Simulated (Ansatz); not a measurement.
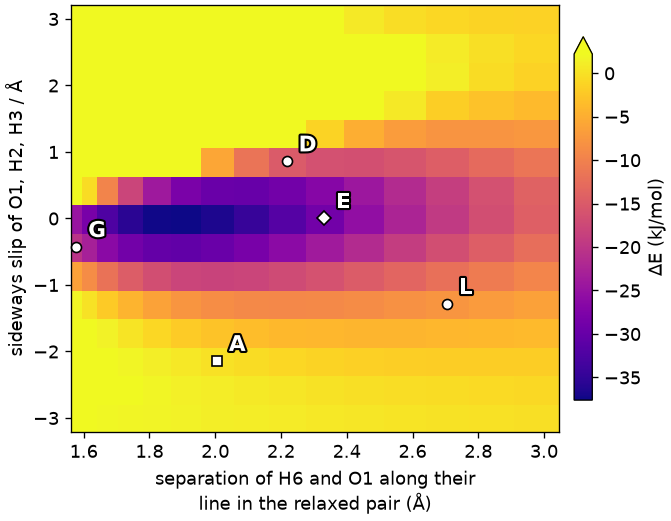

The pair H₂O···H₂O₂. First axis: separation of H6 and O1 along their line in the relaxed pair. Second axis: sideways slip of O1, H2, H3. Nothing is relaxed (both partners rigid). The scan uses a 15 × 15 grid. Points are written as (first, second). All energies are given in kJ/mol relative to the two partners far apart, frozen as in the relaxed pair, each in its own basis (no counterpoise correction). Energies and slopes of some neighbouring points disagree (a jump in structure or state, or too coarse a mesh). These are results of Ansatz 0.2.0, RKS CAM-B3LYP-D4/def2-SVPD, not measurements.

The picture shows one coloured cell a grid point, one colour for all values above the top of the scale, lettered points.

Q: Is D the lowest point of the computed grid?

A: No. D lies 23 kJ/mol above the lowest grid point, which is at (1.909 Å, 0.00 Å).

Q: Rank the lettered points by energy, lowest first.

A: E (−29 kJ/mol), G (−21 kJ/mol), D (−15 kJ/mol), L (−8 kJ/mol), A (0 kJ/mol).
